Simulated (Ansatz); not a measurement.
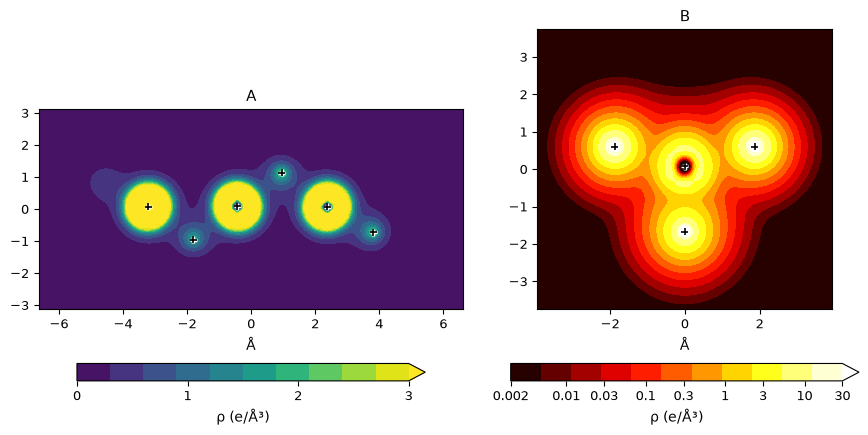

The electron density of 2 systems, each on a plane through atoms (crosses mark nuclei in the plane).

Computed with Ansatz, RKS PBE0-D4/def2-TZVPD.

System 1: Ag$_{3}$H$_{4}$ (charge −1), the plane of atoms H6, Ag1 and H7. Geometry: r2SCAN-D4/def2-TZVPD; core potentials replace the inner electrons of Ag.

```xyz
7

Ag   -2.1915   -1.5088    0.8504
Ag    2.1738    1.5501   -0.8231
Ag    0.0383   -0.0849   -0.0557
H     0.5795    0.9583   -1.3199
H     3.6593    2.2059   -0.5470
H    -3.7705   -1.9598    0.7084
H    -0.4888   -1.1608    1.1869
```

System 2: F$_{4}$OTa (charge −1), the plane of atoms O2, Ta1 and F5. Geometry: r2SCAN-D4/def2-SVPD; core potentials replace the inner electrons of Ta.

```yaml
atoms:
  - { symbol: Ta, position_ang: [0.0001, -0.0002, 0.0599] }
  - { symbol: O, position_ang: [0.0031, -0.0067, 1.8074] }
  - { symbol: F, position_ang: [1.8739, 0.0134, -0.4700] }
  - { symbol: F, position_ang: [-0.0126, 1.8764, -0.4599] }
  - { symbol: F, position_ang: [-1.8754, -0.0099, -0.4637] }
  - { symbol: F, position_ang: [0.0110, -1.8729, -0.4738] }
```

Q: Which map belongs to which system?

A: Panel A is system 1, Ag$_{3}$H$_{4}$: the plane holds Ag and H. Ag–Ag (2.80 Å): the density is about 0.28 e/Å³ at the midpoint. Panel B is system 2, F$_{4}$OTa: the plane holds Ta, O and F. Ta–O (1.75 Å): ρ at the midpoint is about 1.6 e/Å³.
